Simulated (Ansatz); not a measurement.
Geometry relaxation, with input and output: HfN3H7BrCl (part 1 of 2)

HfN3H7BrCl, computed with RKS PBE/def2-SVP (Ansatz 0.2.0).

The input holds or restrains some coordinates. It belongs to a series of runs on one base structure; here: pulled along the bonds that form and break, towards end A. Figures and captions count atoms from 1; the log counts them from 0 in places.

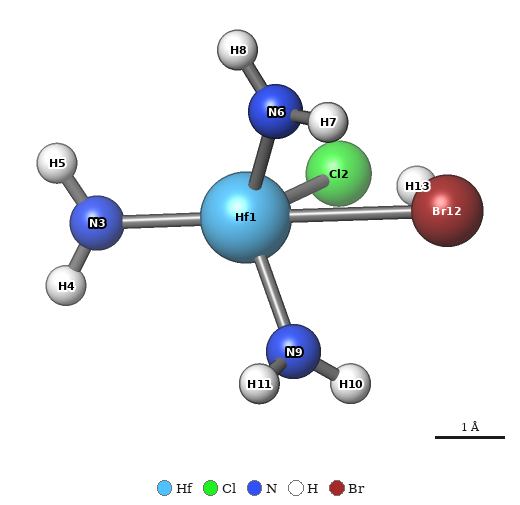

Fig. 1: The input geometry (ball-and-stick view, seen at a tilt; atoms are numbered from 1 in the order of the input). Sticks mark near contacts. Bond lengths as drawn: Br–Hf 3.00 Å, Cl–Hf 2.87 Å, Hf–N 2.21 Å and H–N 1.06 Å.

## Input file
```yaml
crystal:
  periodic: [false, false, false]
  atoms:
    - { symbol: Hf, position_ang: [0.0, 0.0, 0.0] }
    - { symbol: Cl, position_ang: [0.0, 0.0, 2.87] }
    - { symbol: "N", position_ang: [2.084, 0.0, -0.7359] }
    - { symbol: H, position_ang: [2.5823, -0.918, -0.9166] }
    - { symbol: H, position_ang: [2.5853, 0.918, -0.9082] }
    - { symbol: "N", position_ang: [-1.0409, 1.8034, -0.7359] }
    - { symbol: H, position_ang: [-2.061, 1.7482, -1.0186] }
    - { symbol: H, position_ang: [-0.5204, 2.7241, -0.8065] }
    - { symbol: "N", position_ang: [-1.0409, -1.8034, -0.7359] }
    - { symbol: H, position_ang: [-1.5759, -2.4197, -0.0595] }
    - { symbol: H, position_ang: [-1.0055, -2.0526, -1.7656] }
    - { symbol: Br, position_ang: [-2.847, 0.0, 0.946] }
    - { symbol: H, position_ang: [-1.5885, 0.0, 2.3396] }
basis:
  gaussian: { orbitals: def2-SVP }
hamiltonian:
  xc: pbe
relax:
  f_tol: 0.15
  max_steps: 25
  restrain:
    - { distance: [0, 11], at: 3.9, k: 30.0 }
    - { distance: [12, 1], at: 2.57, k: 30.0 }
    - { distance: [0, 1], at: 2.52, k: 30.0 }
    - { distance: [12, 11], at: 1.55, k: 30.0 }
output:
  orbitals: {}
```

Machine: 4 threads of Arm Neoverse V2, 24 GiB of memory available, shared host.

Launch command:
```bash
ansatz run input.yaml --threads 4 --pin off --max-ram 5120MiB --backend cpu --events-out ev --progress --plain --runs-dir out
```

## Log
```
The last accepted step is kept in [file] (removed where the run ends without a failure and the disk answers)
Engine: ansatz 0.2.0, aarch64-unknown-linux-gnu
Functional definition: PBE
  parameter kappa = 0.804
  parameter beta = 0.06672455060314922
  exchange = pbe_x(kappa = kappa, mu = beta*pi^2/3)
  correlation = pbe_c(beta = beta)
1776 factors; their error is unknown
mean field evaluation 1: about -88399.6469 eV, gradient 1.1e2 eV
mean field evaluation 2: about -88088.7842 eV, gradient 3.0e2 eV
mean field evaluation 4: about -88423.9572 eV, gradient 3.1e1 eV
mean field evaluation 8: about -88426.8110 eV, gradient 8.1e-1 eV
mean field evaluation 16: about -88426.6610 eV, gradient 1.4e-2 eV
mean field -88426.66100225 eV, -3249.6198540892 hartree, gradient 2.5e-5 eV, S^2 0.000000; 0 other end points of the search recorded, 0 dependent functions left out
the calculation of the forces begins
reference -88426.66108943 eV, -3249.6198572929 hartree; 46, 46 occupied and 113, 113 virtual orbitals, 1776 factors
relax step   1: F+E_penalty+E_count = -88426.66100225 eV  Δ(F+E_penalty+E_count) = +0.000e0 eV  max|allowed force component| = 2.131e0 eV/Å  E_restraint = 27.62047375 eV  max|allowed force component, restraints' pulls added| = 3.216e1 eV/Å  Δτ_max = 0.0000 Å  (35 SCF iters, accepted)
  distance Hf 0 - Br 11 = 3.0001 Å
  distance H 12 - Cl 1 = 1.6747 Å
  distance Hf 0 - Cl 1 = 2.8700 Å
  distance H 12 - Br 11 = 1.8777 Å
these checks for a lower state are left out or cut short: starts, cluster_reference, orbital_swaps, neighbouring_geometries, increment
1776 factors; their error is unknown
mean field evaluation 32: about -88426.8561 eV, gradient 1.5e-5 eV
mean field -88426.85613305 eV, -3249.6270250139 hartree, gradient 1.5e-5 eV, S^2 0.000000; 0 other end points of the search recorded, 0 dependent functions left out
[... from here on the field's lines of each further geometry are left out, up to the last ...]
relax step   2: F+E_penalty+E_count = -88426.85613305 eV  Δ(F+E_penalty+E_count) = -1.951e-1 eV  max|allowed force component| = 3.497e0 eV/Å  E_restraint = 12.18373401 eV  max|allowed force component, restraints' pulls added| = 2.142e1 eV/Å  Δτ_max = 0.1949 Å  (38 SCF iters, accepted)
relax step   3: F+E_penalty+E_count = -88427.19825441 eV  Δ(F+E_penalty+E_count) = -3.421e-1 eV  max|allowed force component| = 5.015e0 eV/Å  E_restraint = 3.51721557 eV  max|allowed force component, restraints' pulls added| = 9.502e0 eV/Å  Δτ_max = 0.1971 Å  (38 SCF iters, accepted)
relax step   4: F+E_penalty+E_count = -88427.96519556 eV  Δ(F+E_penalty+E_count) = -7.669e-1 eV  max|allowed force component| = 4.363e0 eV/Å  E_restraint = 0.48757778 eV  max|allowed force component, restraints' pulls added| = 4.264e0 eV/Å  Δτ_max = 0.1947 Å  (38 SCF iters, accepted)
relax step   5: F+E_penalty+E_count = -88428.78692034 eV  Δ(F+E_penalty+E_count) = -8.217e-1 eV  max|allowed force component| = 1.006e0 eV/Å  E_restraint = 0.03060613 eV  max|allowed force component, restraints' pulls added| = 6.925e-1 eV/Å  Δτ_max = 0.1948 Å  (35 SCF iters, accepted)
relax step   6: F+E_penalty+E_count = -88428.87837959 eV  Δ(F+E_penalty+E_count) = -9.146e-2 eV  max|allowed force component| = 9.976e-1 eV/Å  E_restraint = 0.03066756 eV  max|allowed force component, restraints' pulls added| = 4.907e-1 eV/Å  Δτ_max = 0.1382 Å  (36 SCF iters, accepted)
relax step   7: F+E_penalty+E_count = -88428.91076416 eV  Δ(F+E_penalty+E_count) = -3.238e-2 eV  max|allowed force component| = 8.808e-1 eV/Å  E_restraint = 0.02608973 eV  max|allowed force component, restraints' pulls added| = 3.609e-1 eV/Å  Δτ_max = 0.2000 Å  (35 SCF iters, accepted)
relax step   8: F+E_penalty+E_count = -88428.92942725 eV  Δ(F+E_penalty+E_count) = -1.866e-2 eV  max|allowed force component| = 1.123e0 eV/Å  E_restraint = 0.02501146 eV  max|allowed force component, restraints' pulls added| = 1.123e0 eV/Å  Δτ_max = 0.1952 Å  (36 SCF iters, accepted)
relax step   9: F+E_penalty+E_count = -88429.01870717 eV  Δ(F+E_penalty+E_count) = -8.928e-2 eV  max|allowed force component| = 8.856e-1 eV/Å  E_restraint = 0.02814022 eV  max|allowed force component, restraints' pulls added| = 3.584e-1 eV/Å  Δτ_max = 0.1999 Å  (35 SCF iters, accepted)
the calculation of the forces begins
reference -88429.05056919 eV, -3249.7076690544 hartree; 46, 46 occupied and 113, 113 virtual orbitals, 1776 factors
relax step  10: F+E_penalty+E_count = -88429.05048202 eV  Δ(F+E_penalty+E_count) = -3.177e-2 eV  max|allowed force component| = 9.143e-1 eV/Å  E_restraint = 0.02991442 eV  max|allowed force component, restraints' pulls added| = 9.948e-2 eV/Å  Δτ_max = 0.2000 Å  (35 SCF iters, accepted)
```

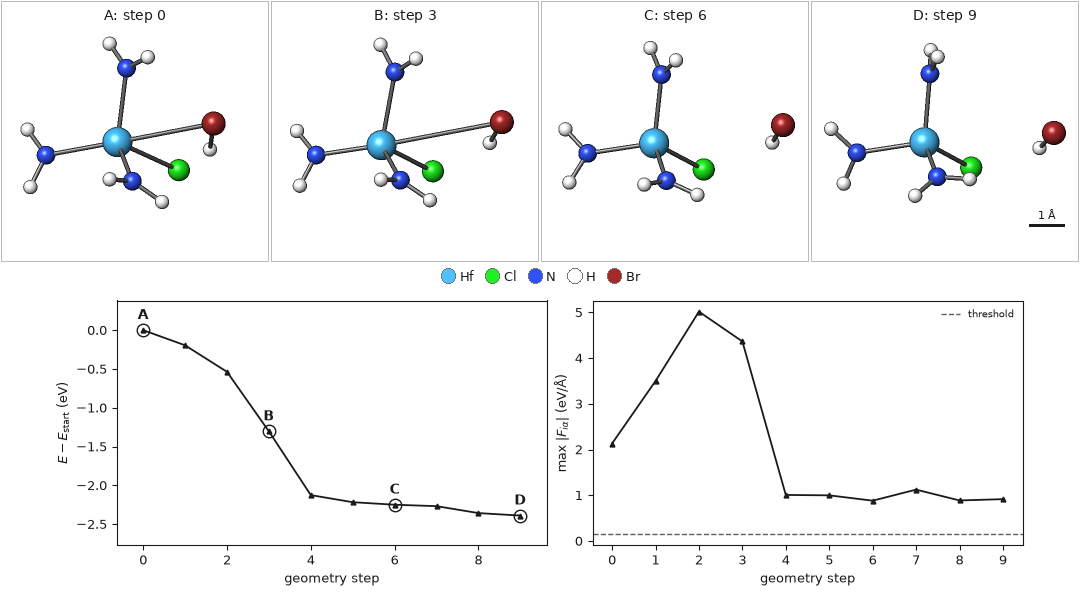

Fig. 2: Frames of the restrained relaxation (ball-and-stick view, seen at a tilt) above the curves, on which the letters mark them (the first geometry is step 0 here and step 1 in the log).

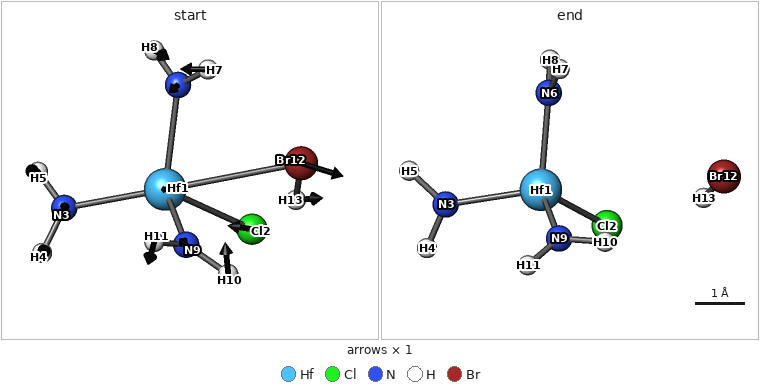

Fig. 3: Before (left) and after (right) the restrained relaxation, at one scale (ball-and-stick view, seen at a tilt). The black arrows give the displacements, at true length. The atom that moves furthest after the best rigid fit is Br12 (0.93 Å). Largest moves by element: Br 0.93 Å, H 0.71 Å, Cl 0.53 Å, N 0.28 Å, Hf 0.10 Å. Distances before and after: Hf1–Br12 3.000 → 3.903 Å, Hf1–Cl2 2.870 → 2.501 Å, Br12–H13 1.878 → 1.510 Å, Hf1–N3 2.210 → 2.032 Å. Bonds break: Hf1–Br12 (3.00 → 3.90 Å). Among the angles that change: H4–N3–H5 120.0° → 108.4°, H10–N9–H11 120.0° → 109.1°, Hf1–N9–H11 120.0° → 128.8°. The energy falls by 2.389 eV in 9 geometry steps. The largest force component goes from 2.1 to 0.91 eV/Å. (Atoms are counted from 1 in the order of the input.)

```
  distance Hf 0 - Br 11 = 3.9033 Å
  distance H 12 - Cl 1 = 2.5637 Å
  distance Hf 0 - Cl 1 = 2.5007 Å
  distance H 12 - Br 11 = 1.5104 Å
1776 factors; their error is unknown
mean field -88429.05048202 eV, -3249.7076658511 hartree, gradient 2.1e-5 eV, S^2 0.000000; 1 other end points of the search recorded, 0 dependent functions left out
the calculation of the forces begins
reference -88429.05056919 eV, -3249.7076690544 hartree; 46, 46 occupied and 113, 113 virtual orbitals, 1776 factors
Total energy: -88429.05056919 eV, -3249.7076690544 hartree
Atom 0 at     0.094267     0.013637    -0.016462 Å, force     0.124682     0.085341     0.636974 eV/Å
Atom 1 at     0.311779     0.068276     2.474141 Å, force    -0.239455    -0.038081    -0.568233 eV/Å
Atom 2 at     1.951263    -0.017985    -0.841710 Å, force     0.077796    -0.045595    -0.008642 eV/Å
Atom 3 at     2.683152    -0.697071    -0.582840 Å, force    -0.087196     0.088361    -0.038427 eV/Å
Atom 4 at     2.352728     0.653344    -1.507794 Å, force    -0.024725    -0.066931     0.051587 eV/Å
Atom 5 at    -0.765207     1.711046    -0.732970 Å, force    -0.052356     0.047455    -0.052053 eV/Å
Atom 6 at    -1.562213     1.800699    -1.375334 Å, force     0.049471     0.000157     0.054108 eV/Å
Atom 7 at    -0.549445     2.646288    -0.357284 Å, force    -0.008379    -0.075232    -0.047621 eV/Å
Atom 8 at    -0.876763    -1.615409    -0.748826 Å, force     0.007706    -0.067276    -0.085241 eV/Å
Atom 9 at    -1.822050    -1.875510    -0.431888 Å, force     0.060599     0.013070    -0.025046 eV/Å
Atom 10 at    -0.535139    -2.326166    -1.407971 Å, force    -0.059784     0.061770     0.063139 eV/Å
Atom 11 at    -3.464539    -0.264648     1.562473 Å, force     0.914268     0.123158     0.727924 eV/Å
Atom 12 at    -2.246334    -0.096501     2.439366 Å, force    -0.762628    -0.126196    -0.708469 eV/Å
Dipole moment:     0.117458     0.022956    -0.574673 e Å
```

## Trajectory as extended XYZ (Å, eV, eV/Å), 10 frames, from step=1 to step=10
```
13
Properties=species:S:1:pos:R:3:forces:R:3 step=1 energy=-88426.66100
Hf    0.0000    0.0000    0.0000   -1.5954  -0.1014  -1.3444
Cl    0.0000    0.0000    2.8700   -0.6396   0.0271  -1.4493
N     2.0840    0.0000   -0.7359   -2.1311   0.0773   0.8398
H     2.5823   -0.9180   -0.9166   -0.1334   1.5679   0.0109
H     2.5853    0.9180   -0.9082   -0.0692  -1.5867  -0.0009
N    -1.0409    1.8034   -0.7359    1.7960  -1.5169   0.5223
H    -2.0610    1.7482   -1.0186    1.4501   0.6138   0.3577
H    -0.5204    2.7241   -0.8065   -1.1419  -0.9075  -0.2875
N    -1.0409   -1.8034   -0.7359    1.8256   1.4600   0.2962
H    -1.5759   -2.4197   -0.0595    0.4124   0.6906  -1.4071
H    -1.0055   -2.0526   -1.7656   -0.2117  -0.2442   1.4796
Br   -2.8470    0.0000    0.9460    0.5304  -0.1656   1.7269
H    -1.5885    0.0000    2.3396   -0.0922   0.0856  -0.7443
```
